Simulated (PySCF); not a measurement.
# CF4O, SMILES `FC(F)(F)OF`: electronic structure

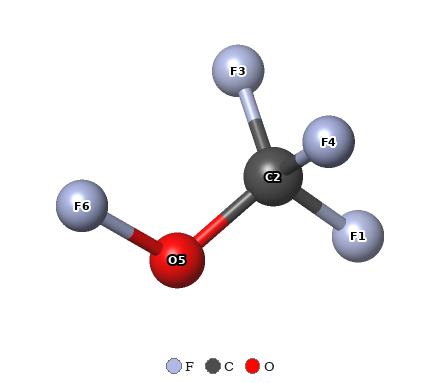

The molecule, with its atoms numbered as below. No frequency check shows the geometry to be a minimum.

Geometry (Å), atoms numbered from 1:

```
F1       1.3777   -0.8615   -0.0142
C2       0.3622   -0.0130    0.0006
F3       0.4618    0.7842   -1.0580
F4       0.4696    0.7555    1.0764
O5      -0.7494   -0.7819   -0.0060
F6      -1.8844    0.0254    0.0008
```

### 1. Bonding charge

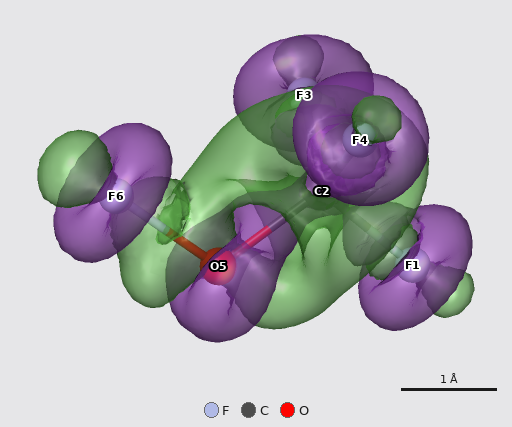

Deformation density (molecule less spherical, spin-averaged free atoms at the same positions), surfaces at ±0.07 e/Å³; purple: gain, green: loss.

Computed with PySCF, B3LYP/aug-cc-pVDZ, geometry: GFN2-xTB.

Q: Describe the bonding that the map shows.

A: C2–O5: +0.39 e/Å³ at the bond critical point (bond length 1.35 Å). C2–F4 and C2–F3: +0.15 e/Å³ at the bond critical point (bond length 1.33 Å). F1–C2: +0.14 e/Å³ at the bond critical point (bond length 1.32 Å). O5–F6: −0.05 e/Å³ at the bond critical point (bond length 1.39 Å). In all, 1.6 electrons gather in the regions of gain relative to the promolecule. A small or negative value marks a very polar bond, one between electron-rich atoms, whose free-atom densities already overlap strongly, a long bond to a heavier atom, or a closed-shell contact such as a hydrogen bond.

Q: Where do the Hirshfeld charges lie?

A: The highest Hirshfeld charge is on C2 (+0.31 e), the lowest on F3 and F4 (−0.09 e).

```csv
atom,charge (e)
F1,−0.07
C2,+0.31
F3,−0.09
F4,−0.09
O5,−0.04
F6,−0.02
```

### 2. Bond critical points

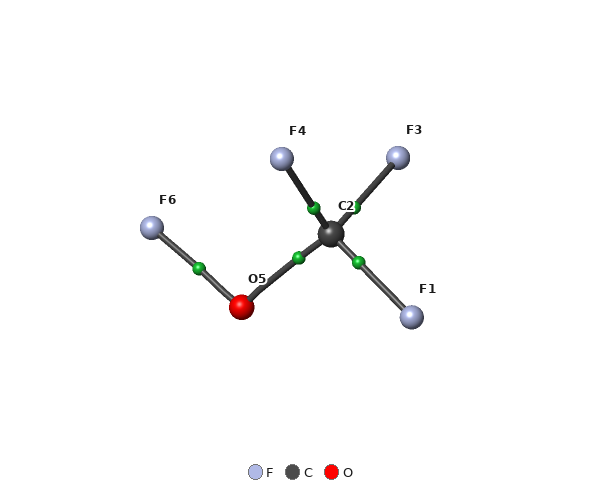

Molecular graph of the electron density (QTAIM): bond paths, bond critical points (green), ring points (magenta, if any); weak paths are dashed.

Q: How many critical points of each kind are there, and does the count close?

A: 6 nuclei, 5 bond, 0 ring and 0 cage critical points: 6 − 5 + 0 − 0 = 1, as the Poincaré–Hopf relation requires.

Q: What does the calculation give at each kind of bond critical point?

A:
```csv
bond,length (Å),ρ (a.u.),∇²ρ (a.u.),ε,H (a.u.)
C2–O5,1.352,0.319,−0.95,0.08,−0.511
O5–F6,1.393,0.304,+0.13,0.06,−0.226
F1–C2,1.323,0.290,−0.39,0.03,−0.440
C2–F4 (2 alike),1.327,0.289,−0.43,0.03,−0.435
```

Q: What kind of interaction is C2–F4?

A: Shared-shell (covalent): ρ = 0.289, ∇²ρ = −0.43, H = −0.435 a.u.

### 3. Local ionisation energy

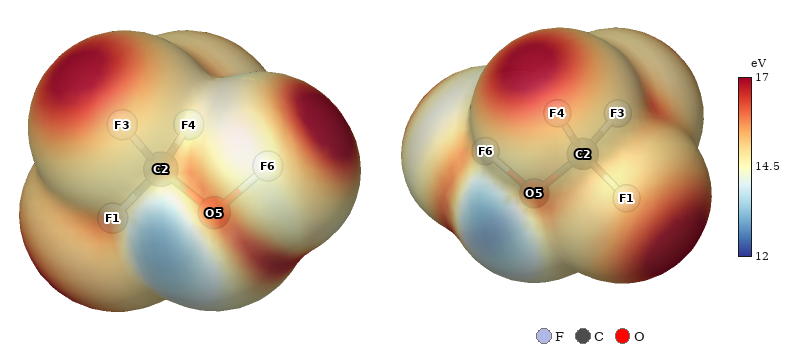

Average local ionisation energy on the surface of electron density 0.001 a.u. (back view left, front view right).

Q: Where are the most loosely bound electrons on this surface?

A: The lowest value is 12.9 eV, 1.8 Å from O5, and at like points elsewhere. Further minima include 14.2 eV, 1.7 Å from F6, and at like points elsewhere; 14.7 eV, 1.7 Å from F3. For comparison, the highest occupied orbital lies at −10.3 eV.

### 4. Excited states

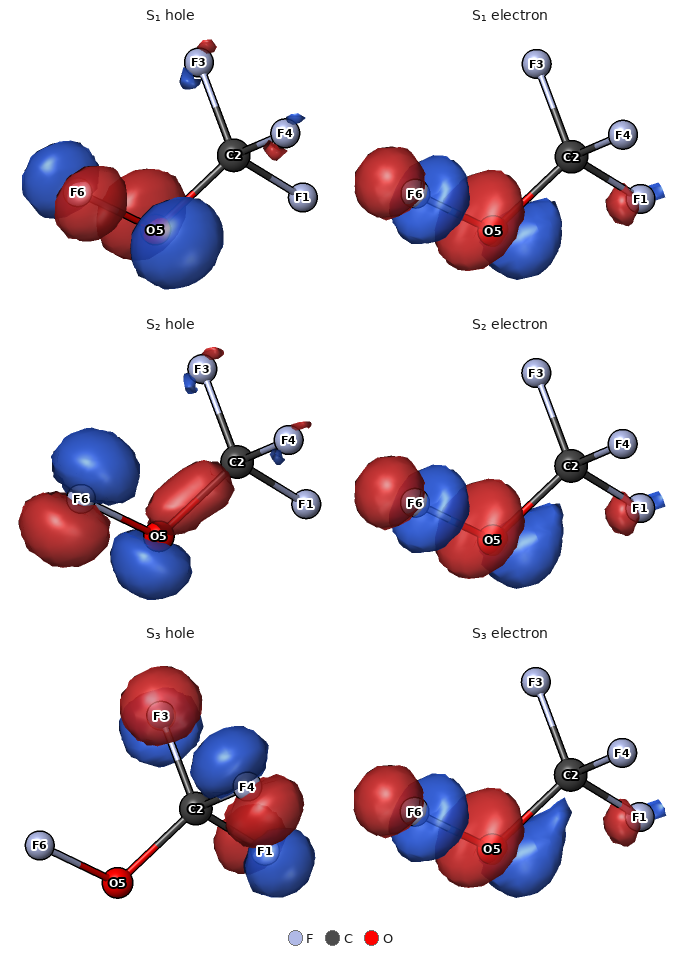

Leading natural transition orbitals (TDA singlet states).

Method: B3LYP/6-31+G*; geometry: GFN2-xTB; program: PySCF.

Q: Describe these excited states.

A: By state:
- S₁: 5.30 eV (234 nm), f = 0.000 (very weak); the leading pair carries 100 %; hole on O5 (54 %) and F6 (35 %), electron on F6 (45 %), O5 (44 %) and C2 (5 %); their centroids lie 0.1 Å apart.
- S₂: 6.90 eV (180 nm), f = 0.002; the leading pair carries 100 %; hole on F6 (62 %), O5 (25 %) and C2 (6 %), electron on F6 (45 %), O5 (44 %) and C2 (5 %); their centroids lie 0.3 Å apart.
- S₃: 8.27 eV (150 nm), f = 0.003, charge transfer, whose energy this functional puts too low; the leading pair carries 100 %; hole on F3 and F4 (35 % each) and F1 (25 %), electron on F6 (44 %), O5 (43 %) and C2 (6 %); their centroids lie 1.9 Å apart.

### 5. Removing or adding an electron

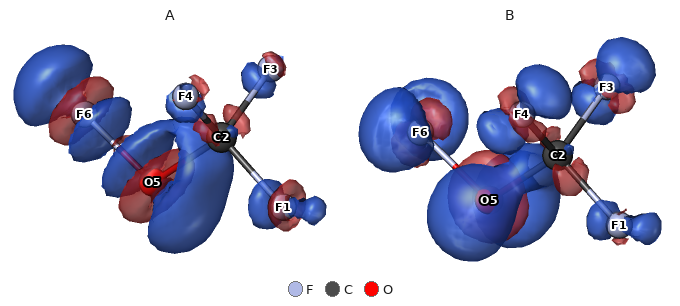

The two Fukui functions at ±0.05 e/Å³ (blue positive, red negative).

PySCF calculation, r2SCAN/def2-SVPD, gas phase; geometry: GFN2-xTB.

Q: Which panel is f⁻ (electron removed) and which f⁺ (electron added)?

A: A is f⁺, B is f⁻. f⁻ (Hirshfeld-condensed) is largest on O5 (0.32) and F6 (0.26); the vertical ionisation energy is 13.36 eV (the stability of the cation's solution wasn't checked). f⁺ (Hirshfeld-condensed) is largest on F6 (0.41) and O5 (0.26); the vertical electron affinity is −0.18 eV (the stability of the anion's solution wasn't checked; negative: at this level and geometry the extra electron isn't bound, and the finite basis holds it).

Q: What chemical potential and hardness follow from the two energies?

A: μ = −(I + A)/2 = −6.59 eV and η = I − A = 13.54 eV.

### 6. Localised orbitals

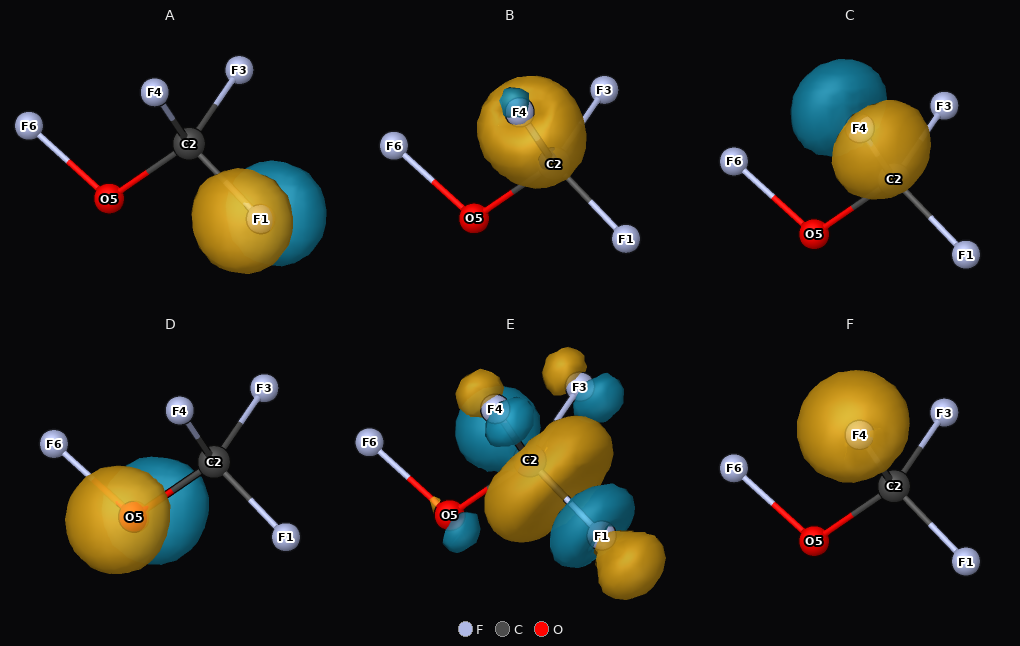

Intrinsic bond orbitals (IBO), occupied and valence-virtual; each surface holds about 80 % of the orbital's density. Energies are diagonal elements of the Fock matrix.

Computed with PySCF, B3LYP/def2-SVP, geometry: GFN2-xTB.

Q: What does each orbital represent in a Lewis picture?

A: By panel:
- A: lone pair on F1 (p-type) (F1 96 %; −13.6 eV)
- B: σ bond F4–C2 (F4 69 %, C2 31 %; −27.5 eV)
- C: lone pair on F4 (p-type) (F4 96 %; −13.4 eV)
- D: lone pair on O5 (p-type) (O5 95 %, C2 4 %; −12.1 eV)
- E: σ* orbital C2–F1, mostly on C2 (C2 64 %, F1 30 %; 5.8 eV)
- F: lone pair on F4 (sp0.4-type) (F4 100 %; −24.4 eV)

Q: How do all the valence pairs divide up?

A: 19 pairs: 14 lone pairs and 5 σ bonds.

### 7. Stretching a bond

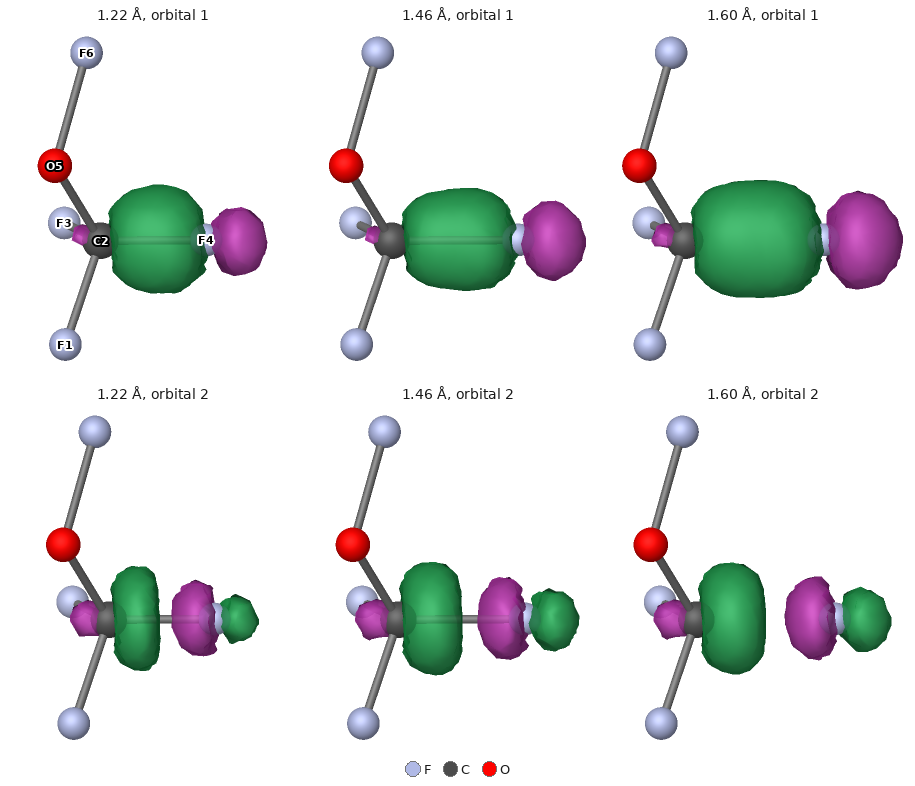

Rigid stretch of the C2–F4 bond. The two CASSCF(2,2) natural orbitals nearest half filling (orbital 1 the more occupied).

Level of theory: cc-pVDZ basis (PySCF), at a geometry from GFN2-xTB.

Q: How do the occupations change along the stretch?

A: 1.22 Å: 1.99 and 0.01; 1.46 Å: 1.97 and 0.03; 1.60 Å: 1.94 and 0.06. At the longest distance computed (3.72 Å) they are 1.00 and 1.00, and the effective number of unpaired electrons is 2.0.

Q: Where does the UHF solution part from RHF?

A: Between 1.60 Å (⟨S²⟩ = 0, the two coincide) and 1.80 Å (⟨S²⟩ = 0.18); at 3.72 Å ⟨S²⟩ is 1.01 and UHF lies 6.5 eV below RHF.

Q: How much energy does the stretch cost?

A: By CASSCF, 4.6 eV from the lowest point of the scan (1.33 Å) to 3.72 Å; RHF gives 10.3 eV from its own lowest point. The fragments aren't relaxed and dynamic correlation is missing, so this isn't a bond dissociation energy.

The PySCF runs shown took 9 s, 53 s, 81 s, 4.7 s and 2.6 min on 1 thread of Intel(R) Xeon(R) Platinum 8488C (Sapphire Rapids), with other jobs on the host.
